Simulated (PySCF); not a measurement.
# BFH₄N₂: electronic excitations at several levels of theory, part 1 of 2

How much do the electronic excitations of BFH₄N₂ (`NB(N)F`) depend on the level of theory, and what does each level cost?

The runs use PySCF 2.14.0, with density-fitted response routines of our own; the level of theory stands in each step. All values are computed, except where a source is named. Atoms count from 0, in the outputs and in this text.

### Step 1. Starting geometry

8 atoms, charge 0, multiplicity 1; geometry from: PBE0-D3(BJ)/def2-SVP.

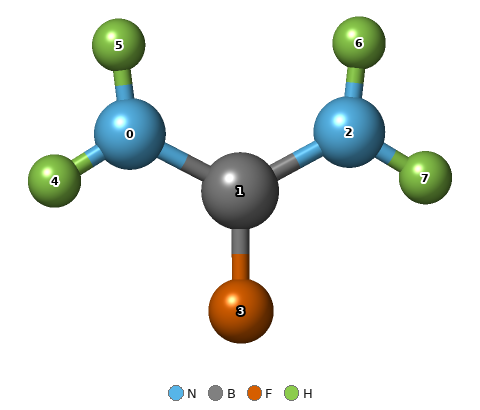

As it starts; nitrogen blue, boron grey, fluorine orange, hydrogen green, atoms numbered; sticks join atoms by distance.

### Step 2. Excited states and response: wB97X-D/def2-SVPD

Job settings and geometry (Å):

```
{"job": {"kind": "uv", "xc": "wB97X-D", "basis": "def2-SVPD", "ip": true}, "charge": 0, "multiplicity": 1}
N      1.118785    -0.313563    -0.532171
B      0.017438     0.436154    -0.063927
N     -1.114847    -0.113961     0.575978
F      0.050809     1.774455    -0.240572
H      1.899256     0.136005    -0.987492
H      1.200753    -1.315424    -0.455892
H     -1.245790    -1.096709     0.758706
H     -1.873809     0.473057     0.889060
```

Method: TDDFT wB97X-D/def2-SVPD, vertical, gas phase, core orbitals frozen in the response.

Launch:

```
OMP_NUM_THREADS=1 python probes_run.py task.json out
```

The driver reads the jobs from task.json and runs them one after another.

Log:

```text
coarse grid: 6776 points
cycle   1  E = -236.4412404690  dE =  3.837e-01  |g| = 5.787e-01  |ddm| = 3.520e+00
cycle   2  E = -236.4588056271  dE = -1.757e-02  |g| = 5.664e-01  |ddm| = 1.001e+00
cycle   3  E = -236.5112528607  dE = -5.245e-02  |g| = 4.543e-02  |ddm| = 4.140e-01
cycle   4  E = -236.5115704700  dE = -3.176e-04  |g| = 2.701e-02  |ddm| = 6.450e-02
cycle   5  E = -236.5117184531  dE = -1.480e-04  |g| = 5.528e-03  |ddm| = 2.651e-02
cycle   6  E = -236.5117255160  dE = -7.063e-06  |g| = 7.435e-04  |ddm| = 6.860e-03
final grid: 66288 points
cycle   7  E = -236.5329982390  dE = -4.232e-05  |g| = 8.116e-03  |ddm| = 9.293e-02
cycle   8  E = -236.5329989637  dE = -7.247e-07  |g| = 8.204e-03  |ddm| = 2.379e-02
cycle   9  E = -236.5330117487  dE = -1.278e-05  |g| = 5.501e-04  |ddm| = 5.901e-03
cycle  10  E = -236.5330117994  dE = -5.068e-08  |g| = 3.059e-04  |ddm| = 1.535e-03
cycle  11  E = -236.5330118164  dE = -1.700e-08  |g| = 4.873e-05  |ddm| = 8.135e-04
cycle  12  E = -236.5330118170  dE = -5.958e-10  |g| = 9.193e-06  |ddm| = 9.523e-05
converged SCF energy = -236.5330118170

Static polarisability (au): isotropic 32.517, principal 26.924 32.397 38.229

Singlet excitations
state   eV       nm        f      main configurations
  1   6.5215    190.1   0.00000   H->L 0.93
  2   7.5994    163.1   0.09915   H->L+1 0.56, H-1->L 0.41
  3   8.2647    150.0   0.00000   H->L+2 0.80, H->L+3 0.10
  4   8.6633    143.1   0.00376   H-1->L 0.53, H->L+1 0.39
  5   8.8670    139.8   0.00018   H->L+3 0.69, H-1->L+1 0.12, H->L+2 0.09
  6   9.0003    137.8   0.32702   H->L+4 0.94
  7   9.0818    136.5   0.00023   H->L+5 0.66, H-1->L+2 0.23
  8   9.8472    125.9   0.00000   H-1->L+1 0.65, H->L+8 0.18
  9  10.0504    123.4   0.00000   H->L+6 0.80
 10  10.1934    121.6   0.00619   H-1->L+2 0.65, H->L+5 0.15, H-1->L+3 0.09

Triplet excitations (Tamm-Dancoff, eV): 6.3565 7.3252 7.8132 8.1649
Vertical ionisation energy (delta-SCF) = 9.7443 eV
```

Run time: 11 s. Hardware: 1 thread of Arm Neoverse V2, shared host; peak memory 0.51 GiB.

Frontier orbitals and where they lie:

```
orbital      eV                      atoms
 HOMO−3  -14.28           F3 80 %, B1 12 %
 HOMO−2  -12.77  F3 65 %, N0 10 %, N2 10 %
 HOMO−1  -10.73  N2 30 %, N0 30 %, B1 15 %
   HOMO   -9.18   N0 39 %, N2 39 %, B1 9 %
   LUMO    1.80    B1 59 %, H6 8 %, H5 8 %
 LUMO+1    3.29  H7 17 %, H4 17 %, H6 13 %
 LUMO+2    3.60  B1 22 %, H5 20 %, H6 20 %
```

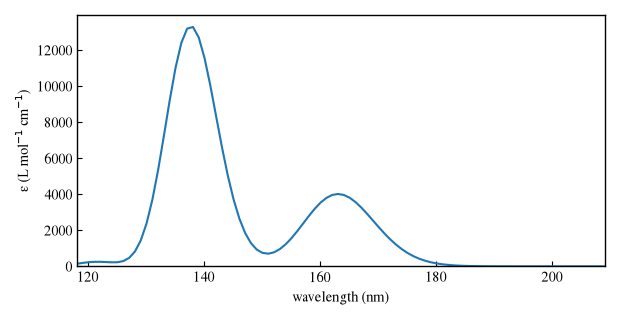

Absorption spectrum: each of the 10 states is a Gaussian band of 0.4 eV half-width at 1/e. Beyond the last state computed it falls off for lack of states.

Further results of this job:

```
           property  computed
  dipole moment (D)      2.37
polarisability (Å³)      4.82
 HOMO–LUMO gap (eV)     10.98
      −ε(HOMO) (eV)      9.18
```

### Step 3. Excited states and response: LC-wPBE/def2-SVPD

The job, as its differences from that of step 2:

```diff
@@ -1,2 +1,2 @@
-{"job": {"kind": "uv", "xc": "wB97X-D", "basis": "def2-SVPD", "ip": true}, "charge": 0, "multiplicity": 1}
+{"job": {"kind": "uv", "xc": "LC-wPBE", "basis": "def2-SVPD", "ip": true}, "charge": 0, "multiplicity": 1}
 N      1.118785    -0.313563    -0.532171
```

Method: TDDFT LC-wPBE/def2-SVPD, vertical, gas phase, core orbitals frozen in the response.

Log:

```text
coarse grid: 6776 points
cycle   1  E = -236.3722643837  dE =  4.166e-01  |g| = 5.633e-01  |ddm| = 3.581e+00
cycle   2  E = -236.3992771315  dE = -2.701e-02  |g| = 5.070e-01  |ddm| = 9.481e-01
cycle   3  E = -236.4396184626  dE = -4.034e-02  |g| = 5.241e-02  |ddm| = 3.966e-01
cycle   4  E = -236.4401112576  dE = -4.928e-04  |g| = 2.759e-02  |ddm| = 9.448e-02
cycle   5  E = -236.4402734369  dE = -1.622e-04  |g| = 5.831e-03  |ddm| = 3.436e-02
cycle   6  E = -236.4402815006  dE = -8.064e-06  |g| = 6.521e-04  |ddm| = 1.175e-02
final grid: 66288 points
cycle   7  E = -236.4674484799  dE = -1.902e-05  |g| = 7.471e-03  |ddm| = 2.788e-02
cycle   8  E = -236.4674481519  dE =  3.280e-07  |g| = 7.764e-03  |ddm| = 9.448e-03
cycle   9  E = -236.4674587816  dE = -1.063e-05  |g| = 4.322e-04  |ddm| = 4.794e-03
cycle  10  E = -236.4674588151  dE = -3.356e-08  |g| = 1.800e-04  |ddm| = 5.281e-04
cycle  11  E = -236.4674588234  dE = -8.275e-09  |g| = 1.865e-05  |ddm| = 2.564e-04
cycle  12  E = -236.4674588236  dE = -2.257e-10  |g| = 4.056e-06  |ddm| = 5.821e-05
converged SCF energy = -236.4674588236

Static polarisability (au): isotropic 31.923, principal 26.132 32.021 37.616

Singlet excitations
state   eV       nm        f      main configurations
  1   6.9015    179.6   0.00000   H->L 0.87
  2   7.8969    157.0   0.09142   H->L+1 0.55, H-1->L 0.39
  3   8.5991    144.2   0.00000   H->L+2 0.67, H->L+3 0.17
  4   9.1298    135.8   0.33749   H->L+6 0.96
  5   9.2049    134.7   0.00063   H->L+3 0.56, H->L+2 0.15, H->L+5 0.10
  6   9.2543    134.0   0.00173   H->L+4 0.32, H-1->L 0.18, H->L+1 0.17
  7   9.4463    131.3   0.00329   H-1->L 0.37, H->L+4 0.30, H->L+1 0.18
  8  10.3078    120.3   0.00000   H->L+8 0.48, H-1->L+1 0.32, H-1->L+4 0.09
  9  10.4665    118.5   0.00000   H->L+5 0.59, H->L+13 0.14
 10  10.6120    116.8   0.07457   H-2->L 0.87

Triplet excitations (Tamm-Dancoff, eV): 6.5989 7.4494 7.8306 8.3926
Vertical ionisation energy (delta-SCF) = 9.9817 eV
```

It took 14 s on 1 thread of Arm Neoverse V2, shared host; peak memory 0.5 GiB.

This run: HOMO -10.10 eV, LUMO 1.83 eV; lowest singlet 6.90 eV.

### Step 4. Excited states and response: PBE0/6-31G*

The job, as its differences from that of step 3:

```diff
@@ -1,2 +1,2 @@
-{"job": {"kind": "uv", "xc": "LC-wPBE", "basis": "def2-SVPD", "ip": true}, "charge": 0, "multiplicity": 1}
+{"job": {"kind": "uv", "xc": "PBE0", "basis": "6-31G*"}, "charge": 0, "multiplicity": 1}
 N      1.118785    -0.313563    -0.532171
```

Method: TDDFT PBE0/6-31G*, vertical, gas phase, core orbitals frozen in the response.

Log:

```text
coarse grid: 6776 points
cycle   1  E = -236.4204857933  dE =  3.915e-01  |g| = 6.426e-01  |ddm| = 2.561e+00
cycle   2  E = -236.3975855323  dE =  2.290e-02  |g| = 7.605e-01  |ddm| = 1.008e+00
cycle   3  E = -236.5002715335  dE = -1.027e-01  |g| = 5.170e-02  |ddm| = 5.528e-01
cycle   4  E = -236.5007163997  dE = -4.449e-04  |g| = 1.983e-02  |ddm| = 4.437e-02
cycle   5  E = -236.5007857152  dE = -6.932e-05  |g| = 6.375e-03  |ddm| = 1.687e-02
cycle   6  E = -236.5007941393  dE = -8.424e-06  |g| = 6.326e-04  |ddm| = 4.766e-03
final grid: 66288 points
cycle   7  E = -236.4791059174  dE = -1.624e-05  |g| = 7.433e-03  |ddm| = 1.359e-02
cycle   8  E = -236.4790998112  dE =  6.106e-06  |g| = 9.283e-03  |ddm| = 1.092e-02
cycle   9  E = -236.4791178378  dE = -1.803e-05  |g| = 5.141e-04  |ddm| = 5.905e-03
cycle  10  E = -236.4791178796  dE = -4.175e-08  |g| = 1.382e-04  |ddm| = 4.456e-04
cycle  11  E = -236.4791178824  dE = -2.820e-09  |g| = 4.033e-05  |ddm| = 1.069e-04
cycle  12  E = -236.4791178828  dE = -3.747e-10  |g| = 2.743e-06  |ddm| = 3.175e-05
converged SCF energy = -236.4791178828

Static polarisability (au): isotropic 23.203, principal 14.100 25.042 30.466

Singlet excitations
state   eV       nm        f      main configurations
  1   7.6027    163.1   0.00000   H->L 0.98
  2   8.6077    144.0   0.01875   H->L+2 0.72, H-1->L 0.27
  3   8.8703    139.8   0.00001   H->L+3 0.96
  4   9.3822    132.1   0.00482   H-1->L 0.72, H->L+2 0.27
  5   9.4531    131.2   0.31823   H->L+1 0.97
  6   9.6814    128.1   0.00043   H->L+4 0.73, H-1->L+3 0.26
  7  10.3687    119.6   0.00000   H-1->L+2 0.97
  8  10.7861    114.9   0.08135   H-1->L+1 0.88
  9  10.7965    114.8   0.00778   H-1->L+3 0.67, H->L+4 0.24
 10  11.2060    110.6   0.00000   H->L+5 0.97

Triplet excitations (Tamm-Dancoff, eV): 7.0539 7.6901 7.8875 8.5450
```

Wall time 2.9 s (1 thread of Arm Neoverse V2, shared host); peak memory 0.37 GiB.

In short: HOMO -6.64 eV, LUMO 2.55 eV; lowest singlet 7.60 eV.

### Step 5. Ultraviolet spectrum: PBE0/def2-SVP

The job, as its differences from that of step 4:

```diff
@@ -1,2 +1,2 @@
-{"job": {"kind": "uv", "xc": "PBE0", "basis": "6-31G*"}, "charge": 0, "multiplicity": 1}
+{"job": {"kind": "uv", "xc": "PBE0", "basis": "def2-SVP"}, "charge": 0, "multiplicity": 1}
 N      1.118785    -0.313563    -0.532171
```

Level: TDDFT PBE0/def2-SVP, vertical, gas phase, core orbitals frozen in the response.

Log:

```text
coarse grid: 6776 points
cycle   1  E = -236.2265245468  dE =  3.582e-01  |g| = 6.189e-01  |ddm| = 2.797e+00
cycle   2  E = -236.2019862165  dE =  2.454e-02  |g| = 7.440e-01  |ddm| = 9.723e-01
cycle   3  E = -236.3007735672  dE = -9.879e-02  |g| = 4.729e-02  |ddm| = 5.277e-01
cycle   4  E = -236.3011187783  dE = -3.452e-04  |g| = 2.078e-02  |ddm| = 4.636e-02
cycle   5  E = -236.3011959677  dE = -7.719e-05  |g| = 5.723e-03  |ddm| = 1.705e-02
cycle   6  E = -236.3012027638  dE = -6.796e-06  |g| = 7.838e-04  |ddm| = 4.905e-03
final grid: 66288 points
cycle   7  E = -236.3205544247  dE = -1.705e-05  |g| = 7.209e-03  |ddm| = 1.368e-02
cycle   8  E = -236.3205489880  dE =  5.437e-06  |g| = 8.881e-03  |ddm| = 1.061e-02
cycle   9  E = -236.3205653475  dE = -1.636e-05  |g| = 4.377e-04  |ddm| = 5.853e-03
cycle  10  E = -236.3205653778  dE = -3.029e-08  |g| = 1.392e-04  |ddm| = 3.878e-04
cycle  11  E = -236.3205653807  dE = -2.922e-09  |g| = 3.623e-05  |ddm| = 1.065e-04
cycle  12  E = -236.3205653810  dE = -2.916e-10  |g| = 2.735e-06  |ddm| = 3.602e-05
converged SCF energy = -236.3205653810

Static polarisability (au): isotropic 24.033, principal 16.057 25.245 30.797

Singlet excitations
state   eV       nm        f      main configurations
  1   7.0006    177.1   0.00000   H->L 0.98
  2   8.0373    154.3   0.03052   H->L+1 0.76, H-1->L 0.23
  3   8.5243    145.4   0.00000   H->L+3 0.94
  4   8.7660    141.4   0.01357   H-1->L 0.75, H->L+1 0.23
  5   9.2593    133.9   0.00100   H->L+4 0.80, H-1->L+3 0.18
  6   9.4621    131.0   0.30501   H->L+2 0.94
  7   9.7040    127.8   0.00003   H-1->L+1 0.58, H->L+5 0.40
  8   9.9179    125.0   0.00002   H->L+5 0.59, H-1->L+1 0.39
  9  10.4066    119.1   0.00049   H-1->L+3 0.78, H->L+4 0.20
 10  10.7176    115.7   0.10178   H-2->L 0.98

Triplet excitations (Tamm-Dancoff, eV): 6.5904 7.4699 7.6451 8.2269
```

It took 3.3 s on 1 thread of Arm Neoverse V2, shared host; peak memory 0.39 GiB.

In short: HOMO -6.82 eV, LUMO 1.73 eV; lowest singlet 7.00 eV.

### Step 6. Ultraviolet spectrum: PBE0/def2-TZVP

The job, as its differences from that of step 5:

```diff
@@ -1,2 +1,2 @@
-{"job": {"kind": "uv", "xc": "PBE0", "basis": "def2-SVP"}, "charge": 0, "multiplicity": 1}
+{"job": {"kind": "uv", "xc": "PBE0", "basis": "def2-TZVP"}, "charge": 0, "multiplicity": 1}
 N      1.118785    -0.313563    -0.532171
```

Level: TDDFT PBE0/def2-TZVP, vertical, gas phase, core orbitals frozen in the response.

Log:

```text
coarse grid: 6776 points
cycle   1  E = -236.5307320450  dE =  3.737e-01  |g| = 6.451e-01  |ddm| = 1.983e+00
cycle   2  E = -236.4896007433  dE =  4.113e-02  |g| = 8.449e-01  |ddm| = 8.790e-01
cycle   3  E = -236.6088568368  dE = -1.193e-01  |g| = 4.825e-02  |ddm| = 4.991e-01
cycle   4  E = -236.6091055111  dE = -2.487e-04  |g| = 3.052e-02  |ddm| = 4.474e-02
cycle   5  E = -236.6092601359  dE = -1.546e-04  |g| = 5.412e-03  |ddm| = 1.582e-02
cycle   6  E = -236.6092657210  dE = -5.585e-06  |g| = 1.178e-03  |ddm| = 3.500e-03
final grid: 66288 points
cycle   7  E = -236.6008602084  dE = -6.608e-05  |g| = 8.346e-03  |ddm| = 3.179e-02
cycle   8  E = -236.6008528024  dE =  7.406e-06  |g| = 1.040e-02  |ddm| = 9.108e-03
cycle   9  E = -236.6008727623  dE = -1.996e-05  |g| = 2.579e-04  |ddm| = 5.070e-03
cycle  10  E = -236.6008727656  dE = -3.280e-09  |g| = 2.518e-04  |ddm| = 2.380e-04
cycle  11  E = -236.6008727749  dE = -9.288e-09  |g| = 2.727e-05  |ddm| = 1.144e-04
cycle  12  E = -236.6008727750  dE = -1.120e-10  |g| = 7.481e-06  |ddm| = 2.140e-05
converged SCF energy = -236.6008727750

Static polarisability (au): isotropic 29.587, principal 23.458 29.522 35.781

Singlet excitations
state   eV       nm        f      main configurations
  1   6.4568    192.0   0.00000   H->L 0.99
  2   7.5492    164.2   0.06270   H->L+1 0.78, H-1->L 0.22
  3   8.0451    154.1   0.00000   H->L+2 0.95
  4   8.1677    151.8   0.01875   H-1->L 0.77, H->L+1 0.21
  5   8.7308    142.0   0.00002   H->L+4 0.91
  6   8.8183    140.6   0.00209   H->L+5 0.82, H-1->L+2 0.15
  7   9.1453    135.6   0.23552   H->L+3 0.97
  8   9.2573    133.9   0.00002   H-1->L+1 0.90
  9   9.7814    126.8   0.00036   H-1->L+2 0.83, H->L+5 0.15
 10   9.8132    126.3   0.09052   H->L+6 0.98

Triplet excitations (Tamm-Dancoff, eV): 6.1467 7.0875 7.5514 7.8402
```

It took 7.6 s on 1 thread of Arm Neoverse V2, shared host; peak memory 0.57 GiB.

This run: HOMO -7.13 eV, LUMO 0.78 eV; lowest singlet 6.46 eV.

(Continued in part 2 of 2.)
